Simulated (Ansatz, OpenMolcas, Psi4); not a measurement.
Calibrating PBE0/aug-cc-pVDZ on O-containing molecules

The atomisation enthalpy at 298 K in kJ/mol of 6 O-containing molecules: x at PBE0/aug-cc-pVDZ, y from tabulated heats of molecules and atoms (Active Thermochemical Tables, CRC Handbook of Chemistry and Physics, NIST-JANAF tables). Shapes, held fixed at every level: PBE0-D4/def2-TZVP. Flexible molecules stand in one conformer, not always the lowest. Computed values hold a harmonic thermal term (PBE0-D4/def2-TZVP) and the atoms' spin-orbit lowering. Programs: Ansatz 0.2.0, OpenMolcas 26.06, Psi4 1.11. A level may come from different programs for different species; with the same settings they agree closely.

| molecule | x (kJ/mol) | y (kJ/mol) |
| --- | --- | --- |
| SOF2 (thionyl fluoride) | 1114 | 1229 |
| C2H2O (oxirene) | 1821 | ? |
| B(BO)O (diboron dioxide) | 2054 | 2095 |
| C2H2O (ethenone) | 2150 | 2168 |
| C2H2O2 (glyoxal) | 2550 | 2581 |
| C2H3FO (acetyl fluoride) | 2825 | 2858 |

Fit y = c + s·x to the known rows and predict y for C2H2O (oxirene).


1. Means of the 5 rows: x = 2138.60, y = 2186.2.
2. Σ(Δx)² = 1697487, Σ(Δx·Δy) = 1611799, so the slope is 1611799/1697487 = 0.94952.
3. Intercept: 2186.2 − (0.94952) × 2138.60 = 155.6. The largest residual of the fit is 29.
4. C2H2O (oxirene): 155.6 + 0.94952 × 1821 = 1885 kJ/mol.

The tabulated heats give 1843 kJ/mol, so the prediction is off by +42 kJ/mol, more than the largest residual. Uncorrected, PBE0/aug-cc-pVDZ misses it by -22 kJ/mol, and the other rows by 48 on average. The line makes this one worse. Left out in turn, the other rows are missed by 36 kJ/mol on average, hardly better than no correction. The heats of C2H3FO come from older tables and can be uncertain by 10 kJ/mol or more. The tabulated values of SOF2, B(BO)O are in doubt (older tables, estimates, or at odds with other calculations) and kept here.

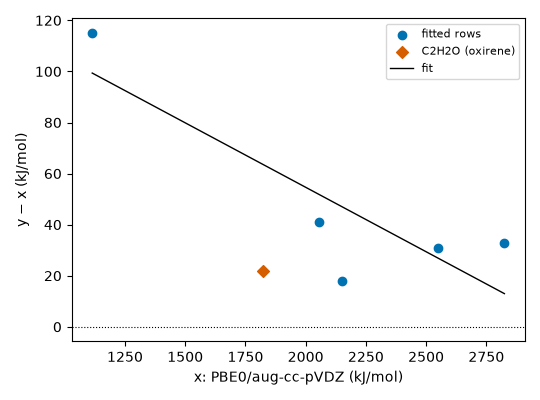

The correction y − x against x, with the fitted line and the withheld molecule.
